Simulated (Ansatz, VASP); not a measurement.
# Ge2H (H-terminated Ge(111)) in two plane-wave programs

Aim: how closely do two programs agree when they are given the same cell, functional and k mesh? The structure shown is the end of the VASP relaxation below.

Main program and level: Ansatz 0.2.0; plane waves, with VASP 6.6.1 beside it; single point at PBE and band structure at PBE.

## 1. The starting structure

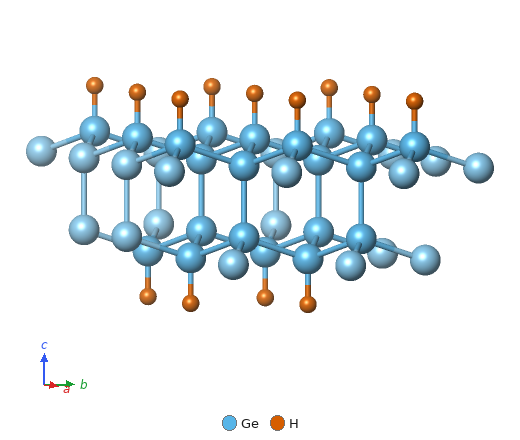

The starting structure, seen from the side, with the c axis up (germanium blue, hydrogen orange). 2×2×1 cells are drawn. Some periodic images of atoms are drawn too.

The cell holds 6 atoms: 4 Ge and 2 H. Cell: a = 4.093 Å, b = 4.093 Å, c = 23.298 Å, α = 90.0°, β = 90.0°, γ = 60.0°. It derives from Ge. As first built, before any earlier steps moved the atoms: 4 layers of Ge at this functional's lattice, H on top and H below. Vacuum lies along c.

## 2. VASP: relaxation, PBE

This run makes the geometry at which the two programs are then compared.

Lines of VASP's logs that name or quote its potential files are left out, and so is its time.

File INCAR:

```
SYSTEM = Ge2H
PREC = Normal
ENCUT = 320
EDIFF = 1E-05
NELM = 120
ISMEAR = 0
SIGMA = 0.03
LREAL = .FALSE.
ALGO = Fast
GGA = PE
NBANDS = 15
LORBIT = 11
LWAVE = .FALSE.
LCHARG = .FALSE.
KPAR = 4
IBRION = 2
NSW = 60
ISIF = 2
EDIFFG = -0.03
POTIM = 0.4
MAXMIX = 40
IDIPOL = 3
LDIPOL = .TRUE.
DIPOL = 0.5 0.5 0.5
```

File POSCAR:

```
Ge2H
1.0
    4.0934265369      0.0000000000      0.0000000000
    2.0467132684      3.5450113694      0.0000000000
    0.0000000000      0.0000000000     23.2978359645
Ge H
4 2
Direct
    0.3333333300      0.3333333300      0.4103385400
    0.6666666700      0.6666666700      0.4462031200
    0.6666666700      0.6666666700      0.5537968800
    0.0000000000      0.0000000000      0.5896614600
    0.3333333300      0.3333333300      0.3433795300
    0.0000000000      0.0000000000      0.6566204700
```

File KPOINTS:

```
Automatic mesh
0
Gamma
9 9 1
0 0 0
```

The projector-augmented-wave data sets are Ge and H (PBE family, release 64).

On the command line:

```console
$ mpirun -np 4 vasp_std
```

Numbers of over 12 decimals in the logs are rounded to 6 here.

Log:

```text
[banner, memory and clock lines left out]
running    4 mpi-ranks, on    1 nodes
 distrk:  each k-point on    1 cores,    4 groups
 distr:  one band on    1 cores,    1 groups

 POSCAR found type information on POSCAR GeH
 POSCAR found :  2 types and       6 ions
 LDA part: xc-table for (Slater+PW92), standard interpolation
 POSCAR, INCAR and KPOINTS ok, starting setup
 FFT: planning ... GRIDC
 FFT: planning ... GRID_SOFT
 FFT: planning ... GRID
 WAVECAR not read
 entering main loop
       N       E                     dE             d eps       ncg     rms          rms(c)
DAV:   1     0.746046878234E+02    0.74605E+02   -0.41628E+03   360   0.559E+02
DAV:   2    -0.167404729558E+02   -0.91345E+02   -0.86206E+02   537   0.120E+02
DAV:   3    -0.246269107356E+02   -0.78864E+01   -0.78315E+01   486   0.440E+01
DAV:   4    -0.247718112438E+02   -0.14490E+00   -0.14468E+00   493   0.695E+00
DAV:   5    -0.247755141868E+02   -0.37029E-02   -0.37023E-02   503   0.101E+00    0.567E+00
RMM:   6    -0.243562786482E+02    0.41924E+00   -0.22387E-01   360   0.217E+00    0.328E+00
RMM:   7    -0.241730005514E+02    0.18328E+00   -0.50229E-01   363   0.354E+00    0.500E-01
RMM:   8    -0.241611451060E+02    0.11855E-01   -0.56828E-02   361   0.132E+00    0.189E-01
RMM:   9    -0.241596902320E+02    0.14549E-02   -0.11094E-02   366   0.608E-01    0.114E-01
RMM:  10    -0.241584354639E+02    0.12548E-02   -0.41967E-03   363   0.330E-01    0.452E-02
RMM:  11    -0.241585684110E+02   -0.13295E-03   -0.16270E-03   375   0.168E-01    0.327E-02
RMM:  12    -0.241589751108E+02   -0.40670E-03   -0.35835E-04   362   0.907E-02    0.155E-02
RMM:  13    -0.241595110713E+02   -0.53596E-03   -0.14658E-04   341   0.517E-02    0.115E-02
RMM:  14    -0.241597224201E+02   -0.21135E-03   -0.38699E-05   300   0.307E-02    0.386E-03
RMM:  15    -0.241598773706E+02   -0.15495E-03   -0.17148E-05   267   0.167E-02    0.224E-03
RMM:  16    -0.241598973704E+02   -0.20000E-04   -0.44776E-06   242   0.844E-03    0.106E-03
RMM:  17    -0.241599177280E+02   -0.20358E-04   -0.14196E-06   196   0.560E-03    0.679E-04
RMM:  18    -0.241599208772E+02   -0.31493E-05   -0.38592E-07   167   0.399E-03
   1 F= -.24159921E+02 E0= -.24159921E+02  d E =-.241599E+02
[...]
2 F= -.24169476E+02 E0= -.24169476E+02  d E =-.955556E-02
[...]
3 F= -.24169657E+02 E0= -.24169657E+02  d E =-.973628E-02
[...]
4 F= -.24171917E+02 E0= -.24171917E+02  d E =-.225959E-02
[...]
5 F= -.24177350E+02 E0= -.24177350E+02  d E =-.769257E-02
[...]
6 F= -.24182178E+02 E0= -.24182178E+02  d E =-.125212E-01
[...]
7 F= -.24182191E+02 E0= -.24182191E+02  d E =-.130631E-04
 trial-energy change:   -0.000013  1 .order   -0.000021   -0.001571    0.001529
 step:   1.3850(harm=  1.3850)  dis= 0.00477  next Energy=   -24.182576 (dE=-0.398E-03)
 bond charge predicted
       N       E                     dE             d eps       ncg     rms          rms(c)
DAV:   1    -0.241824828446E+02   -0.28497E-03   -0.13046E-02   388   0.615E-01    0.341E-02
RMM:   2    -0.241825294885E+02   -0.46644E-04   -0.70637E-04   360   0.145E-01    0.712E-03
RMM:   3    -0.241825402743E+02   -0.10786E-04   -0.87244E-05   336   0.554E-02    0.526E-03
RMM:   4    -0.241825421377E+02   -0.18634E-05   -0.17307E-05   245   0.235E-02
   8 F= -.24182542E+02 E0= -.24182542E+02  d E =-.363761E-03
 curvature:  -0.83 expect dE=-0.787E-05 dE for cont linesearch -0.493E-06
 trial: gam= 0.01642 g(F)=  0.953E-05 g(S)=  0.000E+00 ort = 0.202E-04 (trialstep = 0.246E+01)
 search vector abs. value=  0.104E-04
 reached required accuracy - stopping structural energy minimisation
```

OUTCAR, selected parts (step 2):

```text
ion  position               nearest neighbor table
   1  0.333  0.333  0.410-   5 1.56   2 2.51   2 2.51   2 2.51
   2  0.667  0.667  0.446-   1 2.51   1 2.51   1 2.51   3 2.51
   3  0.667  0.667  0.554-   4 2.51   4 2.51   4 2.51   2 2.51
   4  0.000  0.000  0.590-   6 1.56   3 2.51   3 2.51   3 2.51
   5  0.333  0.333  0.343-   1 1.56
   6  0.000  0.000  0.657-   4 1.56

  LATTYP: Found a hexagonal cell.
 ALAT       =     4.0934265368
 C/A-ratio  =     5.6915241437

 Subroutine GETGRP returns: Found 12 space group operations
 (whereof  6 operations were pure point group operations)

The static configuration has the point symmetry C_3v.
 The point group associated with its full space group is D_3d.

 Found     12 irreducible k-points:

   k-points           NKPTS =     12   k-points in BZ     NKDIM =     12   number of bands    NBANDS=     15

   dimension x,y,z NGX =    18 NGY =   18 NGZ =  108
   dimension x,y,z NGXF=    36 NGYF=   36 NGZF=  216

   ENCUT  =  320.0 eV  23.52 Ry    4.85 a.u.   5.97  5.97 33.98*2*pi/ulx,y,z

   NELECT =      18.0000    total number of electrons

 k-points in reciprocal lattice and weights: Automatic mesh
   0.00000000  0.00000000  0.00000000       0.012
   0.11111111  0.00000000  0.00000000       0.074
   0.22222222 -0.00000000  0.00000000       0.074
   0.33333333 -0.00000000  0.00000000       0.074
   0.44444444 -0.00000000  0.00000000       0.074
   0.22222222  0.11111111  0.00000000       0.074
   0.33333333  0.11111111  0.00000000       0.148
   0.44444444  0.11111111  0.00000000       0.148
  -0.44444444  0.11111111  0.00000000       0.074
   0.44444444  0.22222222  0.00000000       0.074
  -0.44444444  0.22222222  0.00000000       0.148
  -0.33333333  0.33333333  0.00000000       0.025

 dipolmoment           0.000000      0.000000      0.000000 electrons x Angstroem

 average (electrostatic) potential at core
       1 -38.7033       2 -38.7405       3 -38.7405       4 -38.7033       5 -39.0162
       6 -39.0162

 E-fermi :  -2.2440

 k-point     1 :       0.0000    0.0000    0.0000
  band No.  band energies     occupation
    ...
      5      -4.0006      2.00000
      6      -3.1221      2.00000
      7      -3.1221      2.00000
      8      -2.4214      2.00000
      9      -2.4214      2.00000
     10      -1.8979      0.00000
     11      -1.7153      0.00000
     12       0.8117      0.00000
     13       1.0037      0.00000
     14       1.0037      0.00000
    ...

 k-point     2 :       0.1111    0.0000    0.0000
  band No.  band energies     occupation
    ...
      5      -4.4959      2.00000
      6      -3.8239      2.00000
      7      -3.7326      2.00000
      8      -3.3943      2.00000
      9      -2.6388      2.00000
     10      -0.8766      0.00000
     11      -0.5868      0.00000
     12       0.6602      0.00000
     13       1.0081      0.00000
     14       1.3332      0.00000
    ...

 k-point     3 :       0.2222   -0.0000    0.0000
  band No.  band energies     occupation
    ...
      5      -5.7035      2.00000
      6      -4.9958      2.00000
      7      -3.9953      2.00000
      8      -3.9121      2.00000
      9      -3.1052      2.00000
     10      -0.6075      0.00000
     11      -0.4894      0.00000
     12       0.8514      0.00000
     13       1.5873      0.00000
     14       1.9280      0.00000
    ...

  Total       -0.5486183     -0.5486183     -0.2930301      0.0000000      0.0000000      0.0000000
  in kB       -2.5999241     -2.5999241     -1.3886813      0.0000000      0.0000000      0.0000000
  external PRESSURE =      -2.1961765 kB  Pullay stress =       0.0000000 kB

  energy-cutoff  :      320.00
  volume of cell :      338.08
      direct lattice vectors                 reciprocal lattice vectors
     4.093426537  0.000000000  0.000000000     0.244294112 -0.141043271  0.000000000
     2.046713268  3.545011369  0.000000000     0.000000000  0.282086542  0.000000000
     0.000000000  0.000000000 23.297835964     0.000000000  0.000000000  0.042922441

 POSITION                                       TOTAL-FORCE (eV/Angst)
 -----------------------------------------------------------------------------------
      2.04671      1.18167      9.62123         0.000000     -0.000000      0.011056
      4.09343      2.36334     10.40786        -0.000000     -0.000000     -0.000674
      4.09343      2.36334     12.88998         0.000000      0.000000      0.000674
      4.09343      0.00000     13.67661        -0.000000      0.000000     -0.011056
      2.04671      1.18167      8.04998        -0.000000     -0.000000      0.000849
      0.00000      0.00000     15.24785        -0.000000     -0.000000     -0.000849
 -----------------------------------------------------------------------------------
    total drift:                               -0.000001     -0.000000      0.000001

  FREE ENERGIE OF THE ION-ELECTRON SYSTEM (eV)
  ---------------------------------------------------
  free  energy   TOTEN  =       -24.1825421377 eV

  energy  without entropy=      -24.1825421377  energy(sigma->0) =      -24.18254214

 reached required accuracy - stopping structural energy minimisation

 vacuum level on the upper side and lower side of the slab         2.162         2.162

 total charge
# of ion       s       p       d       tot
------------------------------------------
    1        1.110   1.275   0.066   2.450
    2        1.120   1.232   0.053   2.405
    3        1.120   1.232   0.053   2.405
    4        1.110   1.275   0.066   2.450
    5        0.530   0.010   0.000   0.540
    6        0.530   0.010   0.000   0.540
--------------------------------------------------
tot          5.520   5.033   0.239  10.791

[... 3 further parts left out ...]
```

CONTCAR:

```
Ge2H
   1.00000000000000
     4.0934265369000000    0.0000000000000000    0.0000000000000000
     2.0467132684000000    3.5450113694000001    0.0000000000000000
     0.0000000000000000    0.0000000000000000   23.2978359644999991
  Ge              H
     4     2
Direct
     0.3333333300000021    0.3333333300000021    0.4129665352785999
     0.6666666699999979    0.6666666699999979    0.4467306073977323
     0.6666666699999979    0.6666666699999979    0.5532693926022678
     1.0000000000000000    0.0000000000000000    0.5870334647214003
     0.3333333300000021    0.3333333300000021    0.3455250066558934
     0.0000000000000000    0.0000000000000000    0.6544749933441065
```

## 3. Ansatz: single point, PBE

Ansatz runs on its default PAW (the set named soft_2) files.

The same cell, functional, mesh and smearing now go to Ansatz, which takes its cutoff from its data sets.

File input.yaml:

```yaml
crystal:
  lattice:
    - [4.09342654, 0.0, 0.0]
    - [2.04671327, 3.54501137, 0.0]
    - [0.0, 0.0, 23.29783596]
  atoms:
    - { symbol: Ge, position: [0.33333333, 0.33333333, 0.41296654] }
    - { symbol: Ge, position: [0.66666667, 0.66666667, 0.44673061] }
    - { symbol: Ge, position: [0.66666667, 0.66666667, 0.55326939] }
    - { symbol: Ge, position: [0.0, 0.0, 0.58703346] }
    - { symbol: H, position: [0.33333333, 0.33333333, 0.34552501] }
    - { symbol: H, position: [0.0, 0.0, 0.65447499] }
hamiltonian:
  xc: pbe
  pseudopotentials: { kind: paw }
kpoints:
  mp_grid: { grid: [9, 9, 1] }
scf:
  occupations: { method: gaussian, width: 0.03 }
  n_extra_bands: 5
efield:
  axis: 3
  dipole_correction: true
  ramp_width: 0.04
output:
  forces: true
  eigenvalues: true
```

On the command line:

```console
$ ansatz run input.yaml --threads 4 --pin off --max-ram 9216MiB --backend cpu --events-out ev --progress --plain --runs-dir out
```

Log:

```text
scf.n_extra_bands = 5 over 29 filled bands (N_el = 58.0): the run solves 34 bands
Engine: ansatz 0.2.0, aarch64-unknown-linux-gnu
Pseudopotentials: kind: paw
Pseudopotential: Ge, paw, valence charge 14, recommended cutoff 420 eV (normal), Ge.paw.azcp
Pseudopotential: H, paw, valence charge 1, recommended cutoff 420 eV (normal), H.paw.azcp
Functional definition: PBE
  parameter kappa = 0.804
  parameter beta = 0.066725
  exchange = pbe_x(kappa = kappa, mu = beta*pi^2/3)
  correlation = pbe_c(beta = beta)
Crystal: 6 atoms, lattice volume = 338.081 Å³
Basis set: ecut = 420 eV, 6545 PW (Γ), exchange–correlation on 60×60×320 points (8 copies of the dense FFT grid, shifted against one another)
Bands: 34, of which v1, the nominal top of the filled ones, is band 29 counted from 1 (28 counted from 0)
Symmetry: 6 space group operations
k-points: 12 of 81 (time reversal used)
Non-local potential: Ge, projectors of the file, l = 0: 2, l = 1: 2, l = 2: 3, l = 3: 1
Non-local potential: H, projectors of the file, l = 0: 2, l = 1: 1
PAW form: soft (Blöchl's): semilocal exchange-correlation on the pseudo side does not see the compensation charge
PAW one-centre angular grid: Ge, 590 points (default); XC on 64 Gauss nodes
PAW one-centre angular grid: H, 110 points (default); XC on 64 Gauss nodes
Initial density: superposition of atomic densities (neutral atoms: chi_scale 0, normalization atom), corrected by the library's trained network
Initial wavefunctions: pseudopotential atomic-orbital guess
Functional: x = pbe(κ = 0.804, μ = 0.219515), c = pbe(β = 0.066725)
SCF iter   1: F=—  HF=-17211.191662 eV  |F-HF|=—  |Δ(HF+E_count)|=         —  Δρ=1.14e-3  dr2=8.55e-3  ethr=1.77e-3  p=0.000 e·Å  D=5.08e-15 V/Å  ΔV_dip=-0.00 eV  dr2_dipole=1.32e-8  V_vac-E_F(+/−)=4.62/4.62 eV  ⟨swp⟩=6.9  Hψ=1736  notcnv=0
efield: sawtooth ramp at fractional position 0.9800 (placed from the atoms, in the widest stretch of the axis that holds none; the zero of the levels goes with the place), width 0.0400; the density the first Hamiltonian is built on has a dipole p = 0.000 e·Å; the dipole correction subtracts the counter field D = 5.08e-15 V/Å, which shifts the + side's vacuum level by -0.00 eV against the − side's; the planar-averaged density in the ramp window peaks in size at 1.3e-5 e/Å³
preconditioner: auto → Resta (q_TF=auto, 2.034 Å⁻¹)  ε∞=1.5  [insulator: Δε(μ)=0.532 eV  Ē_g=21.496 eV  σ=0.030 eV  W_gap=1.00  n_scr=56 (ndim 8)  ℏωp=15.4 eV  f_vac=0.655  D(μ)=0.00/eV (n_scr^D=0)  ε∞_Penn≈1.5  vacuum switching on, ρ_ref=3.4e-2 e/Å³]
SCF iter   2: F=—  HF=-17211.190441 eV  |F-HF|=—  |Δ(HF+E_count)|=   1.22e-3  Δρ=5.38e-4  dr2=1.58e-3  ethr=1.47e-5  p=-0.000 e·Å  D=-4.30e-5 V/Å  ΔV_dip=0.00 eV  dr2_dipole=9.61e-8  V_vac-E_F(+/−)=4.51/4.50 eV  ⟨swp⟩=2.0  Hψ=898  notcnv=0  defer=12
SCF iter   3: F=—  HF=-17211.191069 eV  |F-HF|=—  |Δ(HF+E_count)|=   6.28e-4  Δρ=2.35e-4  dr2=3.61e-4  ethr=2.73e-6  p=0.000 e·Å  D=1.46e-4 V/Å  ΔV_dip=-0.00 eV  dr2_dipole=1.25e-6  V_vac-E_F(+/−)=4.47/4.47 eV  ⟨swp⟩=2.0  Hψ=781  notcnv=0  defer=12
SCF iter   4: F=—  HF=-17211.191021 eV  |F-HF|=—  |Δ(HF+E_count)|=   4.84e-5  Δρ=8.60e-5  dr2=4.72e-5  ethr=6.22e-7  p=-0.000 e·Å  D=-2.03e-4 V/Å  ΔV_dip=0.00 eV  dr2_dipole=2.49e-6  V_vac-E_F(+/−)=4.44/4.43 eV  ⟨swp⟩=2.0  Hψ=744  notcnv=0  defer=12
SCF iter   5: F=—  HF=-17211.191045 eV  |F-HF|=—  |Δ(HF+E_count)|=   2.45e-5  Δρ=4.40e-5  dr2=4.55e-5  ethr=8.14e-8  p=0.001 e·Å  D=4.38e-4 V/Å  ΔV_dip=-0.01 eV  dr2_dipole=1.14e-5  V_vac-E_F(+/−)=4.43/4.44 eV  ⟨swp⟩=2.0  Hψ=745  notcnv=0  defer=12
SCF iter   6: F=—  HF=-17211.191045 eV  |F-HF|=—  |Δ(HF+E_count)|=   4.58e-7  Δρ=2.75e-5  dr2=1.73e-5  ethr=7.84e-8  p=-0.000 e·Å  D=-2.57e-4 V/Å  ΔV_dip=0.01 eV  dr2_dipole=3.91e-6  V_vac-E_F(+/−)=4.44/4.43 eV  ⟨swp⟩=2.0  Hψ=458  notcnv=0  defer=12
SCF iter   7: F=—  HF=-17211.191043 eV  |F-HF|=—  |Δ(HF+E_count)|=   2.22e-6  Δρ=1.27e-5  dr2=1.38e-6  ethr=2.99e-8  p=-0.000 e·Å  D=-6.34e-5 V/Å  ΔV_dip=0.00 eV  dr2_dipole=2.39e-7  V_vac-E_F(+/−)=4.43/4.43 eV  ⟨swp⟩=2.0  Hψ=445  notcnv=0  defer=12
SCF iter   8: F=-17211.191043 eV  HF=-17211.191043 eV  |F-HF|=3.15e-9  |Δ(HF+E_count)|=   4.15e-7  Δρ=3.25e-6  dr2=6.49e-8  ethr=1.72e-10  p=-0.000 e·Å  D=-1.13e-5 V/Å  ΔV_dip=0.00 eV  dr2_dipole=7.37e-9  V_vac-E_F(+/−)=4.43/4.43 eV  ⟨swp⟩=8.8  Hψ=1901  notcnv=0
SCF 1 converged in 8 iterations: F = -17211.191043 eV  dr2 = 6.49e-8
  greatest PAW one-centre occupation: 0.998 electrons in one spin orbital (limit 2), on the Ge atom at site 3 (counted from 0), in its partial waves of l = 2
SCF converged after 8 iterations
Free energy (F): -17211.191043 eV
Harris-Foulkes:  -17211.191043 eV  (|F-HF|=3.15e-9)
Internal energy: -17211.191043 eV  (E = F + TS)
E sigma→0 (E₀):  -17211.191043 eV
Fermi energy:    -0.872363 eV
Dipole field:    D = 0.000078 V/Å  (p = 0.000145 e·Å, saw-weighted, corrected)
Work function:   Φ+ = 4.4300 eV   Φ− = 4.4319 eV
Levels:          The Fermi level and band energies are counted from a zero that moves with the ramp; work functions are not
--- Per-component energies (eV) ---
  E_band       = -1124.722336
  E_kinetic    = 468.814316
  E_local      = -53396.413606  (includes V_loc(G=0)·N_el)
  E_nonlocal   = 1677.897396
  E_hartree    = 25829.459382
  E_xc         = -317.766062
  E_vxc        = -278.289609  (∫ρ·V_xc dr)
  E_paw        = -8081.944550  (= ΣΔE_a)
  E_vpaw       = -1255.635836  (= ΣTr[D̂ρ^β])
  E_aug_tail   = -0.000936  (compensation charges beyond the density's cutoff)
  E_efield     = 0.000000  (sawtooth field / dipole correction)
  E_vefield    = 0.000000  (∫n·V_field dr)
  E_ewald      = 16608.763017
  E_smearing   = -0.000000  (= −TS)
  E_closure    = -0.000000  (closes the sum)
  Σ components = -17211.191043   (vs F -17211.191043, Δ=0.00e0)
--- Forces (eV/Å), atoms counted from 1 ---
  atom   1  Ge    -0.00000000     0.00000000    -0.11425135
  atom   2  Ge    -0.00000000    -0.00000000     0.00953935
  atom   3  Ge    -0.00000000     0.00000000    -0.00950587
  atom   4  Ge    -0.00000000    -0.00000000     0.11418674
  atom   5  H      0.00000000    -0.00000000     0.18319752
  atom   6  H     -0.00000000     0.00000000    -0.18322486
  max |Σ_I F_I| component: 5.85e-5 eV/Å
--- Band table (eV; the first three rows and the last of 12) ---
  k-point 0: bands = [... 25 lower, -1.8291, -1.8291, -1.1321, -1.1321, -0.6138, -0.4433, 2.1174, 2.3100, ... 1 higher]
  k-point 1: bands = [... 25 lower, -2.5281, -2.4417, -2.0994, -1.3480, 0.4074, 0.6943, 1.9630, 2.3123, ... 1 higher]
  k-point 2: bands = [... 25 lower, -3.7003, -2.6971, -2.6146, -1.8117, 0.6864, 0.8066, 2.1486, 2.8918, ... 1 higher]
  k-point 11: bands = [... 25 lower, -4.9428, -4.1024, -4.1023, -3.1747, 1.8928, 2.1089, 2.1089, 4.4078, ... 1 higher]
```

It took 3.9 s on 4 threads of Arm Neoverse V1, shared host; peak memory 0.67 GiB; 14 s of CPU time.

## 4. Differences

Known differences besides the PAW data sets themselves: the data sets hold 58 valence electrons in Ansatz (default PAW (the set named soft_2) files) and 18 in VASP; the cutoff is 420 eV in Ansatz and 320 eV in VASP (PREC = Normal); VASP leaves aspherical gradient terms in its spheres out (LASPH is not set), Ansatz keeps them. Total energies have different zeros and are not compared.

The two programs side by side:

| quantity | Ansatz | VASP | difference |
| --- | --- | --- | --- |
| gap on the k mesh (eV) | 0.518 | 0.523 | -0.005 |

At this near-relaxed geometry the largest component of a force difference is 182 meV/Å.

## 5. What moves the difference

The difference is large enough to ask for its cause, so further runs change the set-up of one program at a time, as the table lists.

| run | r.m.s. force difference (meV/Å) |
| --- | --- |
| as above | 74 |
| Ansatz's larger PAW set (cutoff 1000 eV) | 78 |
| norm-conserving potentials (cutoff 1061 eV) | 74 |

(Part 1 of 2 ends here.)

[Lines on the potential files, build, host, timing and source positions are cut from VASP's logs without a mark.]

[Logs are printed without paths, hosts, clocks, repeated set-up lines and the standing remarks that a program may print on its own settings, such as how far it seeks lower states.]

[Hosts, paths, dates, database ids (printed as entryN), source tags and the programs' standing remarks are cut or masked in the printed files.]
